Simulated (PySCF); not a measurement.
# CH10GeO2Si2: the cost of one run

Computed with PySCF 2.14.0 and routines of our own; the level stands in each step. Atoms count from 0.

## 1. The system as given

16 atoms, charge 0, multiplicity 1; geometry from: GFN2-xTB.

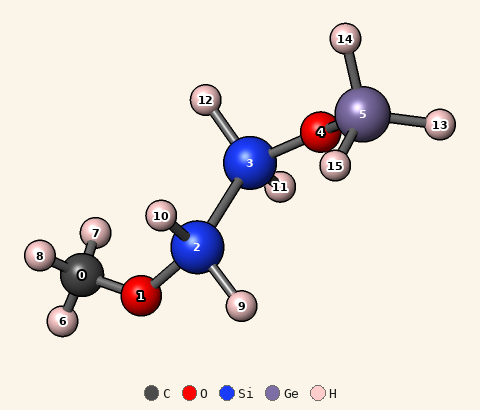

The starting geometry (carbon dark grey, oxygen red, silicon blue, germanium purple, hydrogen pink).

## 2. Magnetic properties: GIAO KT3/pcSseg-1

What the job is given:

```
{"job": {"kind": "mag", "xc": "KT3", "basis": "pcSseg-1", "isotopologues": 2}, "charge": 0, "multiplicity": 1}
C     -3.187500    -0.188016     0.552783
O     -2.123247    -1.073507     0.678276
Si    -0.543581    -0.765696     0.922098
Si     0.305374     0.595459    -0.726649
O      1.937946     0.520563    -0.683635
Ge     3.355209     0.269663     0.262061
H     -4.066987    -0.755847     0.245603
H     -2.976792     0.582254    -0.194833
H     -3.396259     0.299273     1.508740
H     -0.100721    -2.161295     0.957094
H     -0.348080    -0.202052     2.279518
H      0.030152     0.226237    -2.123821
H     -0.033642     2.029280    -0.605444
H      4.325708    -0.359420    -0.687713
H      3.812244     1.620124     0.727182
H      3.002578    -0.628077     1.412297
```

Level: GIAO KT3/pcSseg-1 magnetisability, rotational g tensor and spin-rotation constants, non-relativistic, gas phase.

Started as:

```bash
$ OMP_NUM_THREADS=1 python excited_run.py task.json out
```

This one command runs all jobs of the session in turn.

Q: Estimate the wall time and peak memory of this first job on 1 thread of Arm Neoverse N1, shared host.

About 69 s, with a peak of 0.73 GiB.
